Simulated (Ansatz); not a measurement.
BH5OSi (SMILES OB[SiH3])

```xyz
8

O    -1.3708    0.2013   -1.1934
B    -0.3172    0.6390   -0.4708
Si    0.6744   -0.6579    0.7304
H    -1.7789    0.8844   -1.7339
H     0.0140    1.7957   -0.5558
H     0.6419   -0.1622    2.1370
H     2.1087   -0.7187    0.3250
H     0.1200   -2.0389    0.7056
```

Geometry: PBE0-D4/def2-TZVP.

Theory: RKS PBE0-D4/def2-TZVPP in Ansatz.

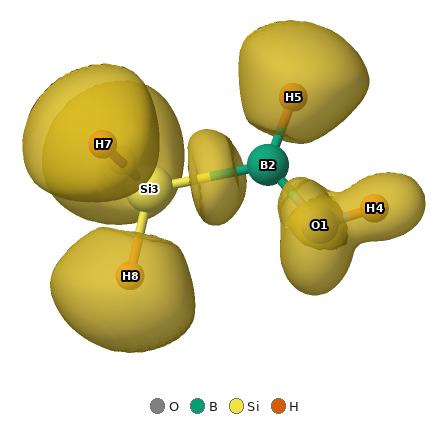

Figure 1. Isosurface of the electron localisation function at 0.75 (yellow), seen across its widest extent. Core shells and regions of very low density are left out.

> What do the ELF domains correspond to?

The surface consists of one region between bonded B–Si atoms (shared pairs), four regions around hydrogen nuclei and one joined region spread over several atoms (H, O), in which their bonds and any lone pairs are merged. Profiles from the grid: B–O (1.35 Å): the ELF peaks at about 0.90 between the atoms; a short, strongly polar bond. Si–B (2.03 Å): the ELF peaks at about 1 between the atoms: localised, covalent bonding.

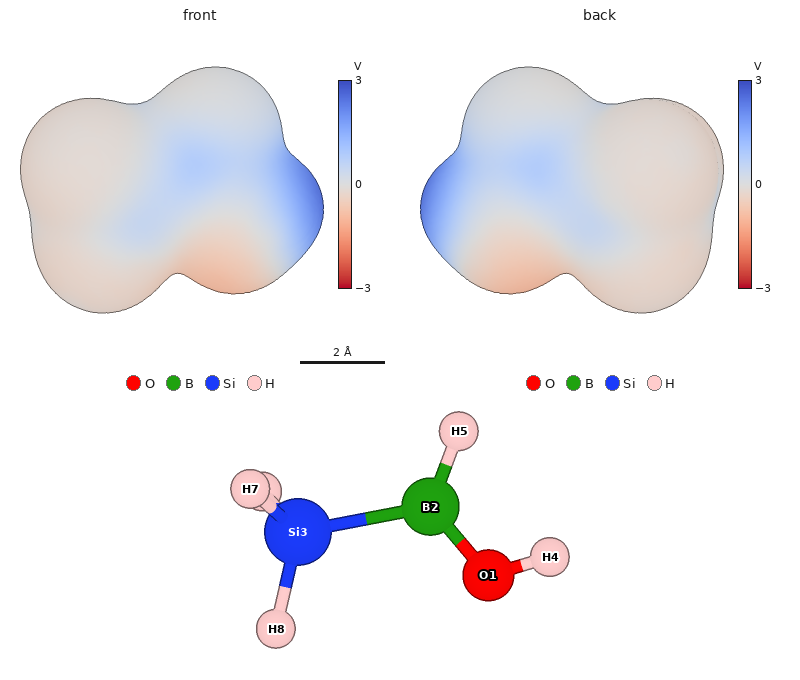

Figure 2. The electrostatic potential painted on the density surface at 0.001 e/bohr³, seen from the front and from behind; the colour scale runs from red (negative) to blue (positive). The bare structure is drawn below in the same view.

> Which sites attract a positive test charge, and which a negative one?

A positive charge is drawn to the negative regions and a negative charge to the positive ones. The most negative region (about −0.9 V) lies over O1, the most positive (about +2.3 V) over H4.

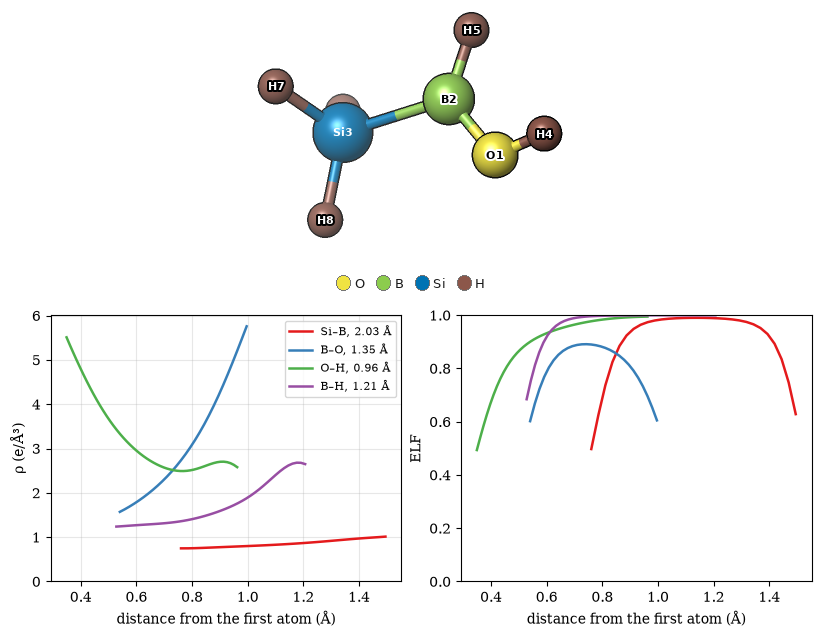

Figure 3. Electron density and ELF along straight lines between neighbouring atoms. The curves leave out the atomic cores. The structure is drawn too.

> What can be read from the curves?

Si–B (2.03 Å): the density is about 0.8 e/Å³ at the midpoint; the ELF peaks at about 1 between the atoms: localised, covalent bonding.
B–O (1.35 Å): the density is about 2.2 e/Å³ at the midpoint; the ELF peaks at about 0.90 between the atoms (a short, strongly polar bond).
O–H (0.96 Å): ρ at the midpoint is about 3.8 e/Å³; the ELF climbs to about 1 towards the hydrogen, as it does in any bond to H (a covalent bond by its length).
B–H (1.21 Å): ρ is about 1.3 e/Å³ halfway; the ELF climbs to about 1 towards the hydrogen; a covalent bond by its length.

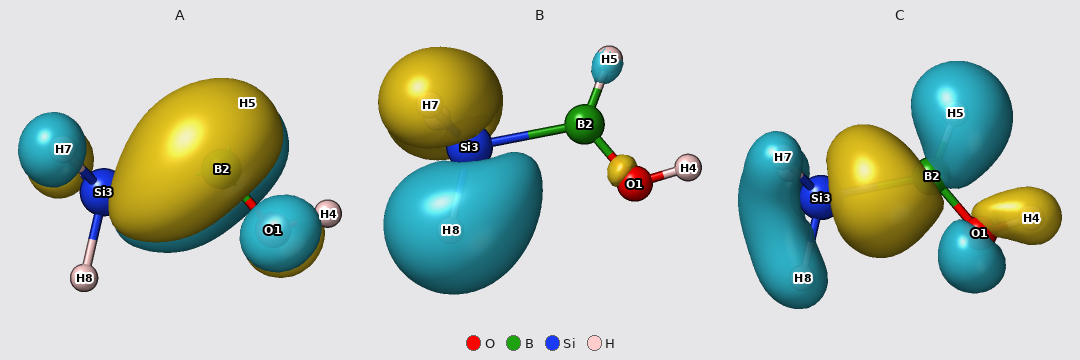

Figure 4. Three frontier orbitals at ±0.1 Å⁻³ᐟ² (yellow and cyan are the two phases), in no order.

> Order the three orbitals by energy and name them.

B is the HOMO−1 (−9.43 eV). By Hirshfeld shares it lies mainly on Si3 (about 40 %), H8 (about 30 %), H6 (about 10 %) and H7 (about 10 %). C is the HOMO (−7.89 eV). By Hirshfeld shares it lies mainly on Si3 (about 30 %), B2 (about 30 %), H5 (about 15 %) and O1 (about 10 %). A is the LUMO (−1.07 eV). Its weight (Hirshfeld) is mainly on B2 (about 50 %), Si3 (about 20 %), O1 (about 15 %) and H5 (about 5 %).

> What is the HOMO–LUMO gap?

6.82 eV between the orbital energies.
